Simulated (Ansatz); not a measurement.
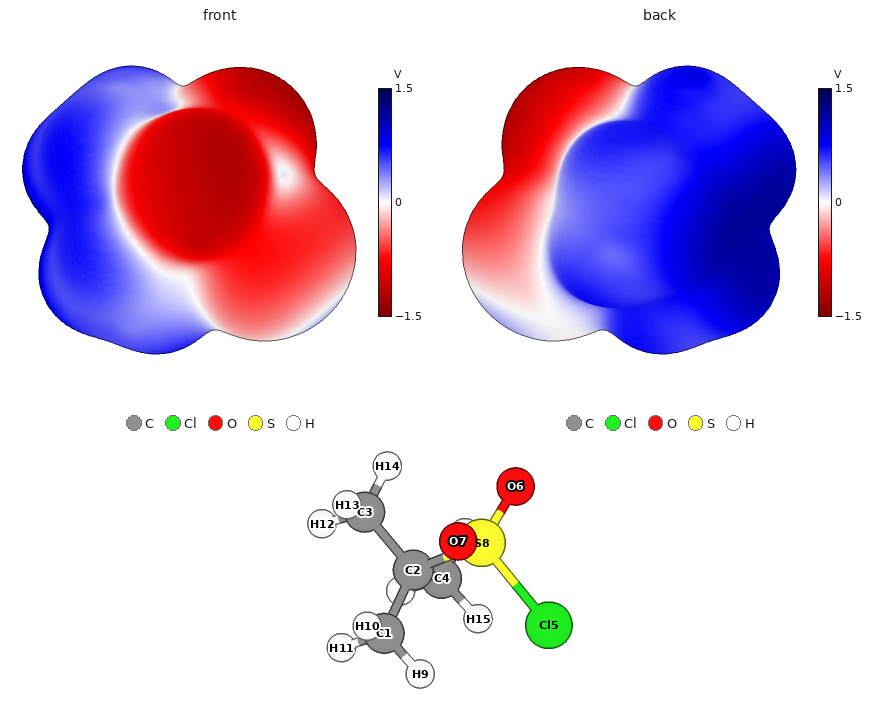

Figure 1: C₄H₉ClO₂S (SMILES CC(C)(C)S(=O)(=O)Cl). The molecular electrostatic potential painted on the density surface at 0.001 e/bohr³, seen from the front and from behind; the colour scale runs from red (negative) to blue (positive). The bare structure is drawn below in the same view.

Geometry: r2SCAN-D4/def2-SVP.

Theory: isolated molecule in a Gaussian basis; Kohn-Sham density functional theory, functional PBE0 in Ansatz 0.2.0.

```xyz
17

C    -0.4444    0.7071    1.7377
C    -0.3679   -0.0203    0.4032
C     0.4809    0.7426   -0.6199
C    -1.7301   -0.4029   -0.1565
Cl   -0.6079   -2.6340    2.0973
O     0.5814   -2.3870   -0.5630
O     1.8670   -1.2769    1.3319
S     0.6115   -1.5889    0.6577
H    -1.0165    0.1297    2.4781
H     0.5587    0.9083    2.1406
H    -0.9566    1.6697    1.5785
H    -0.0227    1.6980   -0.8377
H     1.4843    0.9610   -0.2258
H     0.5786    0.1795   -1.5597
H    -2.3128   -0.9887    0.5688
H    -1.6314   -0.9828   -1.0855
H    -2.2852    0.5225   -0.3798
```

> Describe the electrostatic potential map.

The most negative region (about −1.2 V, or −28 kcal/mol for a unit charge) lies over O6 and O7, the most positive (about +1.2 V, or +28 kcal/mol for a unit charge) over H11, H12 and H17. Cl5 shows a σ-hole: about +0.2 V at the tip opposite its bond, against about −0.3 V, or −7 kcal/mol for a unit charge on its flanks.

> How polar is the molecule by this calculation?

Its dipole moment is 4.81 D.
